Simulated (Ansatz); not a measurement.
# Br$_{2}$H$_{4}$N$_{2}$Si: what the fields show

Input file:

```
crystal:
  periodic: [false, false, false]
  atoms:
    - {symbol: Br, position_ang: [2.496173, -0.314565, 0.285841]}
    - {symbol: Br, position_ang: [0.013671, -1.691924, -1.876786]}
    - {symbol: N, position_ang: [-0.295747, 1.228235, -0.785947]}
    - {symbol: "N", position_ang: [-0.460224, -0.616752, 1.276502]}
    - {symbol: Si, position_ang: [0.312932, -0.248118, -0.195085]}
    - {symbol: H, position_ang: [-0.208838, 1.457205, -1.769074]}
    - {symbol: H, position_ang: [-0.266104, 2.050574, -0.192617]}
    - {symbol: H, position_ang: [-0.029787, -1.260442, 1.929896]}
    - {symbol: H, position_ang: [-1.473576, -0.650513, 1.310168]}
basis:
  gaussian:
    orbitals: def2-SVPD
hamiltonian:
  xc: {name: PBE0}
output:
  forces: true
  orbitals: {seedname: orbitals}
```

Run with:

```sh
ansatz run input.yaml --threads 2 --pin off --max-ram 6090MiB --events-out events.jsonl --progress --plain --runs-dir runs
```

Geometry: PBE0-D4/def2-SVP.

Level of theory: isolated molecule in a Gaussian basis; Kohn-Sham density functional theory, functional PBE0 in Ansatz 0.2.0.

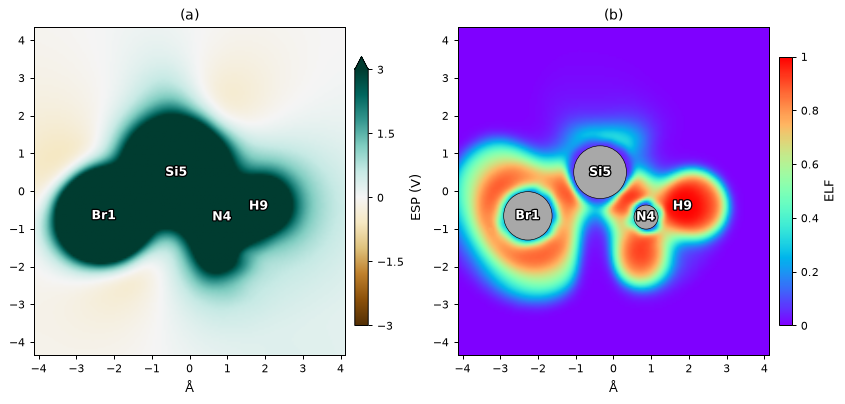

Figure 1. (a) electrostatic potential; (b) ELF on the plane of atoms Br1, Si5 and N4. Grey discs cover the atomic cores in the ELF map.

> Read the bonding off the picture.

Atoms in the plane: Br, N, Si and H. Si–N (1.70 Å): the ELF peaks at about 0.90 between the atoms; a shared but strongly polarised pair. Si–Br (2.24 Å): the ELF peaks at about 0.90 between the atoms: a polar covalent bond. N–H (1.01 Å): the ELF climbs to about 1 towards the hydrogen, as it does in any bond to H (an ordinary covalent bond to hydrogen). The ELF also peaks beside Br1, away from the bonds: lone-pair regions. Outside the dense part of the molecule the potential is most negative (−0.6 V) near Br1.

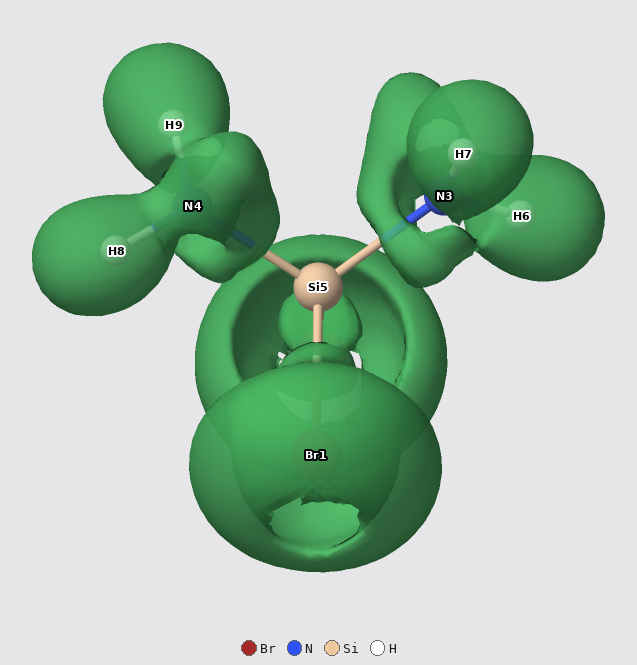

Figure 2. Isosurface of the electron localisation function at 0.8 (green), seen at a tilt. Only the valence region is drawn (cores and ρ < 0.01 e/Å³ removed).

> Where are the electrons localised?

At this value the surface marks out two regions between bonded Br–Si atoms (shared pairs), two rings or bowls of non-bonding electrons around Br and two joined regions spread over several atoms (H, N), in which their bonds and any lone pairs are merged.

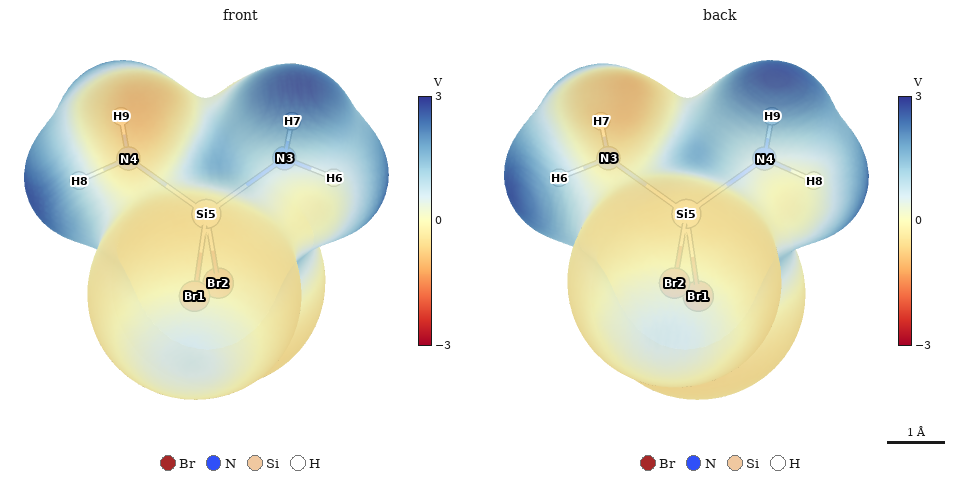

Figure 3. The electrostatic potential painted on the density surface at 0.004 e/bohr³, seen from the front and from behind; red is negative and blue positive.

> Which sites attract a positive test charge, and which a negative one?

A positive charge is drawn to the negative regions and a negative charge to the positive ones. The most negative region (about −0.9 V, or −21 kcal/mol for a unit charge) lies over N3 and N4, the most positive (about +2.7 V, or +62 kcal/mol for a unit charge) over H6, H7, H8 and H9. Br1 shows a σ-hole: about +0.7 V, or +16 kcal/mol for a unit charge at the tip opposite its bond, against about −0.5 V, or −12 kcal/mol for a unit charge on its flanks. Br2 shows a σ-hole: about +0.7 V, or +16 kcal/mol for a unit charge at the tip opposite its bond, against about −0.5 V, or −12 kcal/mol for a unit charge on its flanks.
